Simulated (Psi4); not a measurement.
**BCl (SMILES [B]Cl) at wB97M-V/cc-pVQZ (sweep point 6)**

What is the vertical electron affinity of BCl at wB97M-V/cc-pVQZ (sweep point 6)? 

The calculation is run with Psi4 1.11.

**1. Starting point**

BCl: 2 atoms, total charge 0, spin state singlet. As SMILES, `[B]Cl`. The shape is that of a PBE0-D4/def2-TZVP optimisation.

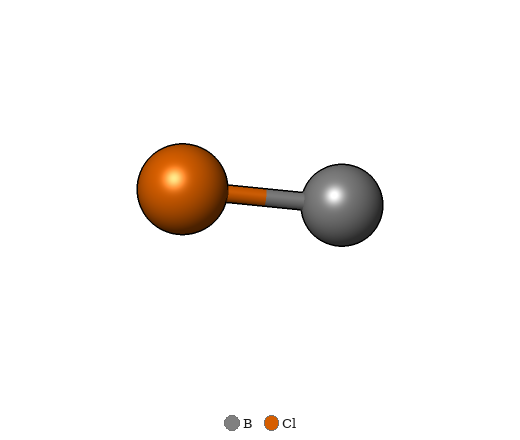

Viewed from a chosen angle; boron grey, chlorine orange.

**2. A single-point energy at wB97M-V/cc-pVQZ (sweep point 6)**

Input file calc.inp:

```
memory 1600 mb

molecule system {
  0 1
  B      0.00000000     0.00000000    -0.13163832
  Cl     0.00000000     0.00000000     3.11462770
  units bohr
  symmetry c1
}

set basis cc-pVQZ
set puream true
set scf_type pk
set dft_radial_points 99
set dft_spherical_points 590

e_tot = energy("wb97m-v")
print_variables()
```

The run is started by

```bash
$ psi4 -i calc.inp -o calc.out -n 1
```

calc.out:

```text
[...]
  Running in c1 symmetry.
[...]
  Nuclear repulsion =   26.183929313346905
[...]
  Multiplicity = 1
[...]
  Nalpha       = 11
  Nbeta        = 11
[...]
    Number of basis functions: 114
[...]
   @RKS iter   1:  -484.97588085279864   -4.23691e-01   1.51102e-03 ADIIS/DIIS
[...]
   @RKS iter   7:  -484.98739090993178   -1.06275e-07   6.56599e-07 DIIS
[...]
    Orbital Energies [Eh]
    ---------------------
    Doubly Occupied:
       1A   -101.935640     2A     -9.696318     3A     -7.397219
       4A     -7.395102     5A     -7.395102     6A     -7.008982
       7A     -1.008126     8A     -0.613329     9A     -0.489700
      10A     -0.489700    11A     -0.356533
[...]
  @RKS Final Energy:  -484.98739090993178
   => Energetics <=
    Nuclear Repulsion Energy =             26.1839293133469049
    One-Electron Energy =                -719.3846589127938387
    Two-Electron Energy =                 232.7183118433112554
    DFT Exchange-Correlation Energy =     -24.5973393652611882
    Empirical Dispersion Energy =           0.0000000000000000
    VV10 Nonlocal Energy =                  0.0923662114650969
    Total Energy =                       -484.9873909099317757
[...]
 Multipole Moments:
 ------------------------------------------------------------------------------------
     Multipole            Electronic (a.u.)      Nuclear  (a.u.)        Total (a.u.)
 ------------------------------------------------------------------------------------
 L = 1.  Multiply by 2.5417464519 to convert [e a0] to [Debye]
 Dipole X            :          0.0000000            0.0000000            0.0000000
 Dipole Y            :          0.0000000            0.0000000            0.0000000
 Dipole Z            :         -0.2717200            0.8694190            0.5976990
 Magnitude           :                                                    0.5976990
[...]
```

It took 30 s on 1 thread of Intel Xeon Platinum 8488C (Sapphire Rapids), shared host; peak memory 1 GiB.

**3. The doublet anion at the same level**

Input file job.inp:

```
memory 1600 MB

molecule molecule1 {
  -1 2
  B      0.00000000     0.00000000    -0.13163832
  Cl     0.00000000     0.00000000     3.11462770
  units au
  symmetry c1
}

set {
  basis cc-pVQZ
  reference uks
  puream true
  scf_type pk
  dft_radial_points 99
  dft_spherical_points 590
  maxiter 100
}

E, wfn = energy("wb97m-v", return_wfn=True)
```

The run is started by

```bash
$ psi4 job.inp job.out -n 1
```

job.out:

```text
[...]
  Running in c1 symmetry.
[...]
  Nuclear repulsion =   26.183929313346905
[...]
  Multiplicity = 2
[...]
  Nalpha       = 12
  Nbeta        = 11
[...]
    Number of basis functions: 114
[...]
   @UKS iter   1:  -484.88510540767714   -3.32916e-01   2.90509e-03 ADIIS/DIIS
[...]
   @UKS iter   8:  -484.96902080631719   -1.45058e-07   5.24194e-07 DIIS
[...]
   @S^2 Observed:                7.521770023E-01
[...]
    Orbital Energies [Eh]
    ---------------------
    Alpha Occupied:
       1A   -101.683062     2A     -9.444049     3A     -7.145019
       4A     -7.143494     5A     -7.142701     6A     -6.697742
       7A     -0.759260     8A     -0.365724     9A     -0.255054
      10A     -0.250647    11A     -0.106284    12A      0.025513
    Alpha Virtual:
      13A      0.239062    14A      0.278348    15A      0.379484
      16A      0.380176    17A      0.385320    18A      0.397606
      19A      0.502796    20A      0.506835    21A      0.507093
      22A      0.525598    23A      0.526913    24A      0.606543
      25A      0.612091    26A      0.700036    27A      0.700721
[...]
  @UKS Final Energy:  -484.96902080631719
   => Energetics <=
    Nuclear Repulsion Energy =             26.1839293133469049
    One-Electron Energy =                -724.9840451275657642
    Two-Electron Energy =                 238.4277698997940718
    DFT Exchange-Correlation Energy =     -24.6915939157595759
    Empirical Dispersion Energy =           0.0000000000000000
    VV10 Nonlocal Energy =                  0.0949190238672119
    Total Energy =                       -484.9690208063172463
[...]
 Multipole Moments:
 ------------------------------------------------------------------------------------
     Multipole            Electronic (a.u.)      Nuclear  (a.u.)        Total (a.u.)
 ------------------------------------------------------------------------------------
 L = 1.  Multiply by 2.5417464519 to convert [e a0] to [Debye]
 Dipole X            :         -0.0000000            0.0000000           -0.0000000
 Dipole Y            :         -0.0000000            0.0000000           -0.0000000
 Dipole Z            :          1.4996002            0.8694190            2.3690192
 Magnitude           :                                                    2.3690192
[...]
```

It took 45 s on 1 thread of Intel Xeon Platinum 8488C (Sapphire Rapids), shared host; peak memory 1 GiB.

**4. Results**

Level: wB97M-V/cc-pVQZ (sweep point 6).

```
                                         quantity          value
                        singlet BCl: total energy  -484.98739 Eh
                       singlet BCl: dipole moment         1.52 D
                         singlet BCl: HOMO energy       -9.70 eV
                         singlet BCl: LUMO energy        0.25 eV
                       singlet BCl: HOMO–LUMO gap        9.95 eV
                      doublet anion: total energy  -484.96902 Eh
doublet anion: HOMO energy (highest over α and β)        0.69 eV
 doublet anion: LUMO energy (lowest over α and β)        6.51 eV
                              doublet anion: ⟨S²⟩          0.752
vertical electron affinity (to the doublet anion)      -0.500 eV
```

In words: The anion lies 0.50 eV (11.5 kcal/mol) above the neutral: the electron isn't bound at this level, and such a value depends on the basis. Without diffuse functions anions come out too high. The HOMO (doublet anion) lies at positive energy, 0.69 eV; only total energies tell whether the electron is bound.
